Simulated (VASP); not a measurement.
# K2CdSe2O6 with vdW-DF2: from relaxation to properties, part 3 of 3

Aim: relax K2CdSe2O6, then compute properties on the relaxed cell. The start is a cell from a database of measured crystal structures.

VASP 6.6.1; vdW-DF2; plane waves and PAW (Cd, Se, K_sv, O).

So far, gap on the k-mesh (eV): step 2 (relaxing cell and atoms (vdW-DF2)) 3.27; step 3 (second relaxation) 3.25. The relaxed cell has a = 5.875, c = 19.290 Å (conventional setting).

### Step 4. Density, ELF and potential (vdW-DF2) (continued)

Valence electrons inside each PAW sphere by angular momentum. Sphere charges, by row:

```
atom  s (e)  p (e)  d (e)  tot (e)
 Cd1  0.296  0.207  9.642    10.14
 Se2  1.476  1.982  0.323     3.78
 Se3  1.476  1.982  0.323     3.78
  K4   1.95  5.521  0.022    7.493
  K5   1.95  5.521  0.022    7.493
  O6  1.579  3.402      0    4.981
  O7  1.579  3.402      0    4.981
  O8  1.579  3.402      0    4.981
  O9  1.579  3.402      0    4.981
 O10  1.579  3.402      0    4.981
 O11  1.579  3.402      0    4.981
```

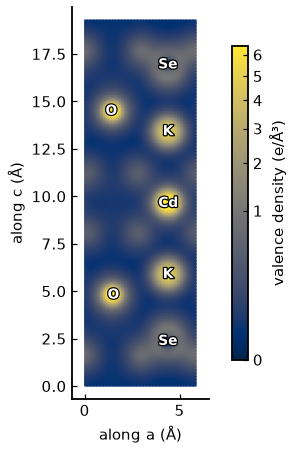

Valence density in the ac plane of the conventional cell at fractional y = 0.000, with atoms of Cd and Se and K and O within 0.2 Å of it. It is the smooth field of the valence electrons, not physical close to the nuclei. The map starts off the cell's origin, so that atoms lie inside it. The colour scale is stretched toward low values.

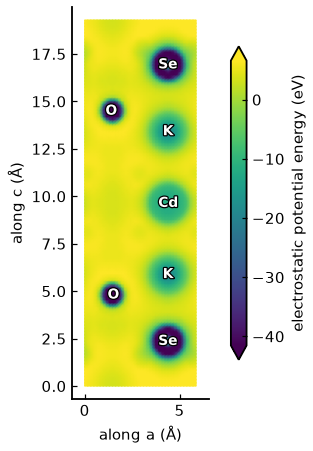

Electrostatic potential energy in the ac plane of the conventional cell at fractional y = 0.000, with atoms of Cd and Se and K and O within 0.2 Å of it. With pseudopotentials it is smooth inside the atoms' cores, unlike the true potential. The map starts off the cell's origin, so that atoms lie inside it.

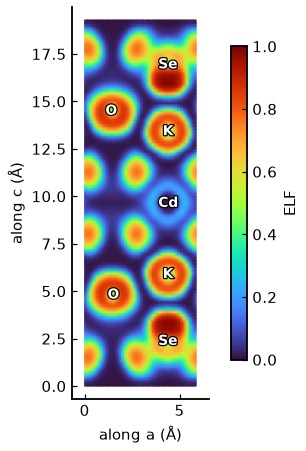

ELF in the ac plane of the conventional cell at fractional y = 0.000, with atoms of Cd and Se and K and O within 0.2 Å of it. It is the smooth field of the valence electrons, not physical close to the nuclei. The map starts off the cell's origin, so that atoms lie inside it.

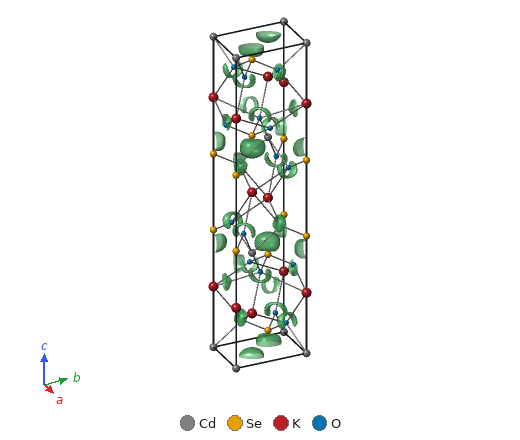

Surface of ELF = 0.85. Bonds to atoms that aren't drawn are left out.

In this run the pressure is 0.03 GPa, small enough to go on.

### Step 5. Bands along the symmetry lines (vdW-DF2)

Levels along the symmetry lines show where the bands peak and cross; KPOINTS_OPT computes them in the converged potential.

The input, INCAR:

```
SYSTEM = K2CdSe2O6
PREC = Accurate
ENCUT = 520
EDIFF = 1E-06
NELM = 100
ISMEAR = 0
SIGMA = 0.05
LREAL = .FALSE.
ALGO = Normal
GGA = ML
AGGAC = 0
LUSE_VDW = .TRUE.
ZAB_VDW = -1.8867
LASPH = .TRUE.
NBANDS = 65
LORBIT = 11
LWAVE = .FALSE.
LCHARG = .FALSE.
KPAR = 4
```

The input, POSCAR:

```
K2CdSe2O6
1.0
    2.9373868843      1.6959011085      6.4298409515
   -2.9373868843      1.6959011085      6.4298409515
    0.0000000000     -3.3918022167      6.4298409515
Cd Se K O
1 2 2 6
Direct
    0.0000000000      0.0000000000      0.0000000000
    0.3776609908      0.3776609908      0.3776609908
    0.6223390092      0.6223390092      0.6223390092
    0.1951673279      0.1951673279      0.1951673279
    0.8048326721      0.8048326721      0.8048326721
    0.2584799855      0.2584799855      0.7297424858
    0.7297424858      0.2584799855      0.2584799855
    0.2584799855      0.7297424858      0.2584799855
    0.2702575142      0.7415200145      0.7415200145
    0.7415200145      0.7415200145      0.2702575142
    0.7415200145      0.2702575142      0.7415200145
```

The input, KPOINTS:

```
Automatic mesh
0
Gamma
6 6 6
0 0 0
```

The input, KPOINTS_OPT:

```
Line mode
12
Line-mode
Reciprocal
  0.00000000   0.00000000   0.00000000 GAMMA
  0.50000000   0.00000000   0.00000000 L

  0.50000000   0.00000000   0.00000000 L
  0.50000000   0.21304438  -0.21304438 B1

  0.78695562   0.50000000   0.21304438 B
  0.50000000   0.50000000   0.50000000 Z

  0.50000000   0.50000000   0.50000000 Z
  0.00000000   0.00000000   0.00000000 GAMMA

  0.00000000   0.00000000   0.00000000 GAMMA
  0.35652219   0.00000000  -0.35652219 X

  0.64347781   0.35652219   0.00000000 Q
  0.50000000   0.50000000   0.00000000 F

  0.50000000   0.50000000   0.00000000 F
  0.64347781   0.64347781   0.21304438 P1

  0.64347781   0.64347781   0.21304438 P1
  0.50000000   0.50000000   0.50000000 Z

  0.50000000   0.00000000   0.00000000 L
  0.78695562   0.35652219   0.35652219 P
```

PAW data sets: Cd, Se, K_sv and O (PBE family, release 64).

On the command line:

```bash
> mpirun -np 4 vasp_std
```

The log of the run:

```text
[... set-up lines as in an earlier step ...]
 entering main loop
       N       E                     dE             d eps       ncg     rms          rms(c)
DAV:   1     0.609187443637E+03    0.60919E+03   -0.38562E+04  4192   0.113E+03
DAV:   2     0.544935536272E+00   -0.60864E+03   -0.57427E+03  4798   0.316E+02
DAV:   3    -0.466063852832E+02   -0.47151E+02   -0.46531E+02  5672   0.852E+01
DAV:   4    -0.478916079703E+02   -0.12852E+01   -0.12803E+01  6160   0.111E+01
[...]
DAV:  12    -0.326094204955E+02   -0.16028E-04   -0.28341E-04  4901   0.814E-02    0.294E-02
DAV:  13    -0.326094209517E+02   -0.45624E-06   -0.51396E-05  5304   0.317E-02    0.828E-03
DAV:  14    -0.326094215948E+02   -0.64310E-06   -0.53125E-06  5032   0.944E-03
   1 F= -.32609422E+02 E0= -.32609422E+02  d E =-.655768E-20
 Start KPOINTS_OPT (optional k-point list driver)
k-point batch [1-32\108]
       N       E                     dE             ncg
DAV:   1    -0.631856109195E+03   -0.44086E+05     4200
DAV:   2    -0.191867931870E+05   -0.18555E+05     4863
DAV:   3    -0.206512606144E+05   -0.14645E+04     5831
```

It took 4.8 min on 4 MPI ranks of Intel Xeon 6975P-C (Granite Rapids), shared host.

The run was cut off at its time limit.

The self-consistent loop had finished, and the limit fell in the path of KPOINTS_OPT; fewer path points or more time would be the way on.

### Step 6. Outcome

| Property | Result |
| --- | --- |
| relaxed volume | 17.47 Å³/atom |
| relaxed conventional cell a, b, c | 5.875, 5.875, 19.290 Å; angles 90.0, 90.0, 120.0° |
| space group after relaxing, within 0.02 Å | R-3m (No. 166) |

What this shows: With vdW-DF2, K2CdSe2O6 relaxes to 17.47 Å³/atom in space group R-3m (held by the symmetry of the run). Against the listed cell the volume lies +8.2 % (a +3.1 %, c +1.8 %). Not obtained: bands along the symmetry lines (vdW-DF2), because the run hit its time limit. Semilocal functionals usually underestimate gaps. Spin-orbit coupling is left out; it would split some degenerate bands. No search among competing phases was made, and a listed structure need not be the one stable at ambient conditions. All values are for a static lattice at zero temperature.

[Lines on the potential files, build, host, timing and source positions are cut from VASP's logs without a mark.]

[Logs are printed without paths, hosts, clocks, repeated set-up lines and the standing remarks that a program may print on its own settings, such as how far it seeks lower states.]

[Hosts, paths, dates, database ids (printed as entryN), source tags and the programs' standing remarks are cut or masked in the printed files.]

[A measured line is paired with the nearest computed mode of its activity, which favours agreement.]
